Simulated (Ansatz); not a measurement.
A series of calculations on Si2H7Cl

Part 1: Relaxation

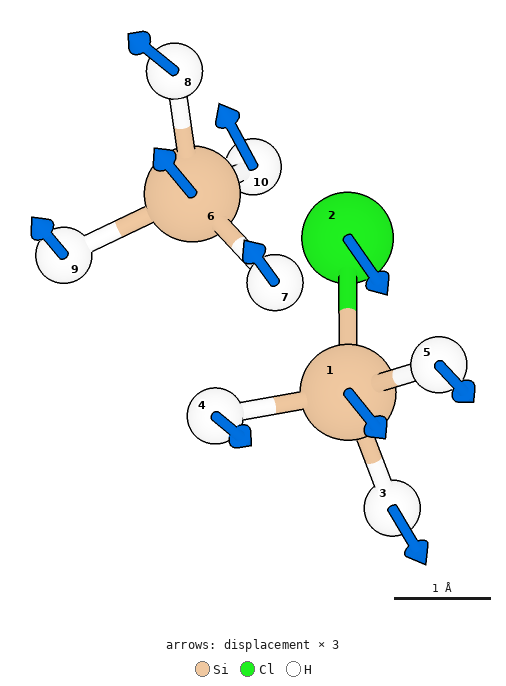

This is a relaxation of Si2H7Cl. The starting structure is drawn; blue arrows show the displacements, 3 times their true length. The two geometries are superimposed by the best rigid fit.

The picture is a ball-and-stick view, seen from a free direction.

The run prepares an end point of a later path (reaction) calculation, from a guessed geometry.

Theory: Ansatz 0.2.0, RKS PBE-D4/def2-SVP. (no spin polarisation; force threshold 0.03 eV/Å; at most 50 steps)

Question: What happened in the run?

Answer: The largest moves after the best rigid fit, 0.32 Å, are those of Cl2, H8 and H10. Largest moves by element: H 0.32 Å, Cl 0.32 Å, Si 0.29 Å. Among the contacts that change: Si1–Si6 3.431 → 4.013 Å, Si1–Cl2 2.113 → 2.082 Å, Si6–H10 1.477 → 1.503 Å. The energy falls by 2.97 kcal/mol in 5 geometry steps. The largest force component goes from 0.75 to 0.0027 eV/Å.

Limits of the set-up: the start holds two separate molecules, 2.6 Å apart at their closest, whose relative position is a soft coordinate.

Part 2: Relaxation

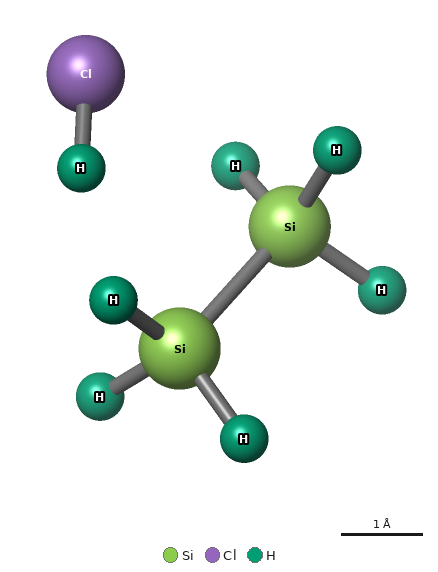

Si2H7Cl, before the relaxation. The picture is a ball-and-stick view, seen at a tilt.

The run prepares an end point of a later path (reaction) calculation, from a guessed geometry.

Theory: Ansatz 0.2.0, RKS PBE-D4/def2-SVP.

Input file:
```yaml
crystal:
  periodic: [false, false, false]
  atoms:
    - { symbol: Si, position_ang: [-0.44149, 0.044139, -0.366273] }
    - { symbol: Cl, position_ang: [0.347911, -0.40012, 2.845442] }
    - { symbol: H, position_ang: [0.550807, 1.060611, 0.116767] }
    - { symbol: H, position_ang: [-0.700061, 0.312564, -1.832149] }
    - { symbol: H, position_ang: [0.110282, -1.352372, -0.257091] }
    - { symbol: Si, position_ang: [-2.441471, 0.214725, 0.669904] }
    - { symbol: H, position_ang: [-3.54353, -0.323441, -0.204818] }
    - { symbol: H, position_ang: [-2.506543, -0.589542, 1.9555] }
    - { symbol: H, position_ang: [-2.77027, 1.636487, 1.038893] }
    - { symbol: H, position_ang: [-0.972036, -0.603052, 2.728125] }
basis:
  gaussian: { orbitals: def2-SVP }
hamiltonian:
  xc: pbe
  dispersion: d4
relax:
  f_tol: 0.03
  max_steps: 50
```

Command:
```bash
ansatz run input.yaml --threads 2 --pin off --max-ram 3072MiB --backend cpu --events-out ev --progress --plain --runs-dir out
```

Predict the outcome.

After 7 accepted moves (8 points after the start) the energy has fallen by 10.2 kJ/mol. Largest force component: 1.1 eV/Å at the start, 0.029 eV/Å at the end. The line search rejected the trial step at point 2 of the run. The largest move after the best rigid fit is that of Cl2, 0.27 Å. Largest moves by element: Cl 0.27 Å, H 0.22 Å, Si 0.11 Å. Some distances before and after: Si1–Si6 2.259 → 2.356 Å, Cl2–H10 1.341 → 1.303 Å, Si1–H4 1.513 → 1.507 Å, Si6–H8 1.518 → 1.514 Å.

Final geometry:

```xyz
10

Si   -0.4329    0.0381   -0.4738
Cl    0.3766   -0.3304    3.1014
H     0.5708    1.0029    0.0864
H    -0.6680    0.3674   -1.9251
H     0.0910   -1.3689   -0.3816
Si   -2.4997    0.2123    0.6447
H    -3.6219   -0.2919   -0.2224
H    -2.5169   -0.6222    1.9075
H    -2.7903    1.6347    1.0406
H    -0.8751   -0.6420    2.9167
```

The end point in the same view:

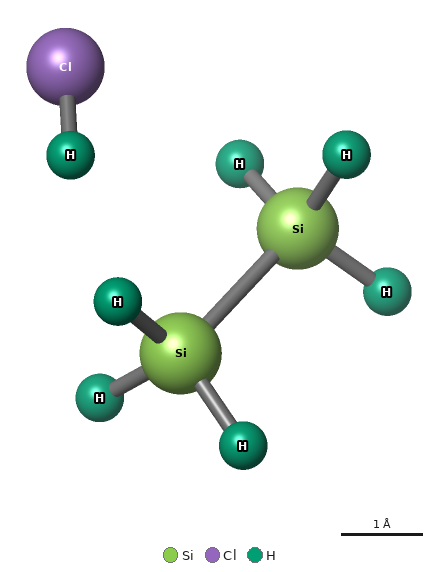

Part 3: Path

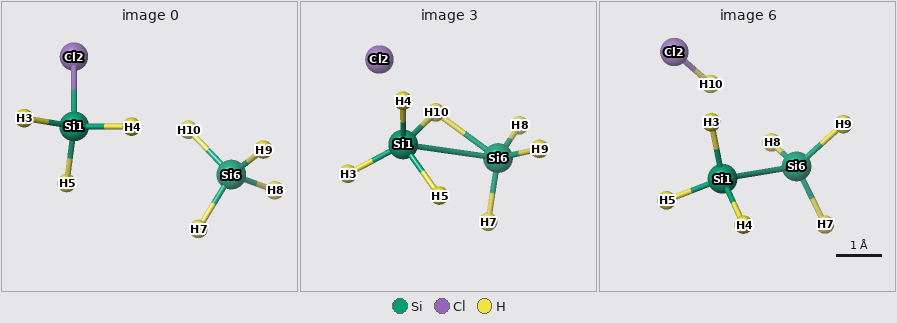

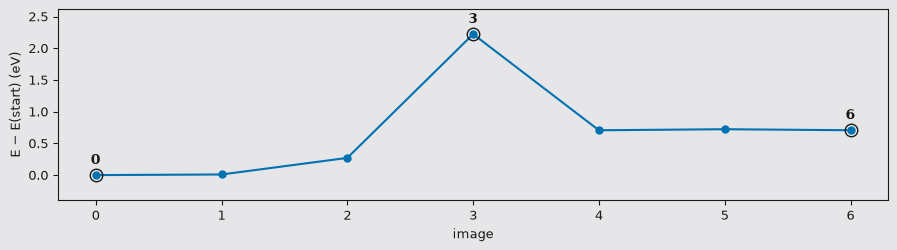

A search for the minimum-energy path of Si2H7Cl, made up at the start of SiH3Cl and SiH4 by the nudged elastic band. Images are numbered from 0 (start) to 6 (end). A ball-and-stick model, seen from a free direction.

These are results of RKS PBE-D4/def2-SVP (Ansatz 0.2.0), not measurements. Settings: 5 movable images; climbing image; force threshold 0.05 eV/Å; iteration limit 60; starting path through a guess of the saddle point.

> Describe the mechanism and the energy profile.

The path has more than one stage, and so few images may leave a stage unresolved. Breaking: Si1–Cl2 (2.08 → 2.54 at the top → 3.68 Å), Si6–H10 (1.50 → 1.75 at the top → 2.92 Å). Forming: Cl2–H10 (3.15 → 1.76 at the top → 1.30 Å), Si1–Si6 (4.01 → 2.60 at the top → 2.36 Å). The highest point, image 3, lies 2.22 eV above the start and 1.52 eV above the end; the end is at +0.71 eV relative to the start. The band converged in 22 iterations. The largest component of the band force went from 5.4 to 0.046 eV/Å. The climbing image converged on the top of the path. Its vibrational analysis gives one imaginary mode (753i cm⁻¹), as a transition state must have.

Limits of the set-up: the start holds two separate molecules, 3.0 Å apart at their closest, whose relative position is a soft coordinate.

Cost: 2.6 min on 2 threads of Arm Neoverse V1, with other jobs on the host, peak memory 0.13 GiB.
